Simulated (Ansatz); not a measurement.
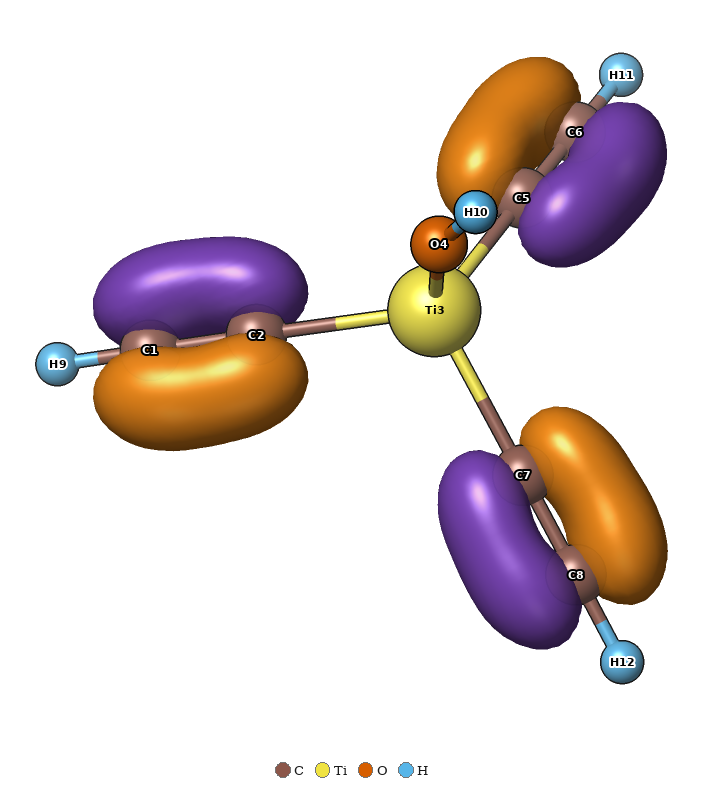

*C6H4OTi (SMILES C#[C][Ti]([OH])([C]#C)[C]#C). The HOMO at ±0.15 Å⁻³ᐟ² (orange and purple are the two phases), seen at a tilt.*

Geometry: PBE0-D4/def2-TZVP.

Method: Ansatz, RKS PBE0-D4/def2-TZVPP.

```yaml
atoms:
  - { symbol: C, position_ang: [-0.8302, 0.9138, 2.9029] }
  - { symbol: C, position_ang: [-0.3662, 0.6853, 1.8030] }
  - { symbol: Ti, position_ang: [0.3741, 0.2760, -0.0334] }
  - { symbol: O, position_ang: [1.7839, 1.2531, -0.3446] }
  - { symbol: C, position_ang: [-1.0304, 0.6564, -1.4365] }
  - { symbol: C, position_ang: [-1.8914, 0.8642, -2.2692] }
  - { symbol: C, position_ang: [0.8732, -1.6795, -0.1483] }
  - { symbol: C, position_ang: [1.1456, -2.8624, -0.2139] }
  - { symbol: H, position_ang: [-1.2424, 1.1097, 3.8674] }
  - { symbol: H, position_ang: [2.5362, 1.5886, -0.8295] }
  - { symbol: H, position_ang: [-2.6526, 1.0423, -2.9956] }
  - { symbol: H, position_ang: [1.3773, -3.9026, -0.2685] }
```

What is the character of this orbital?

Its weight (Hirshfeld) is mainly on C1 (about 20 %), C6 (about 15 %), C8 (about 15 %), C2 (about 15 %), C5 (about 15 %) and C7 (about 15 %). Its energy is −7.97 eV.
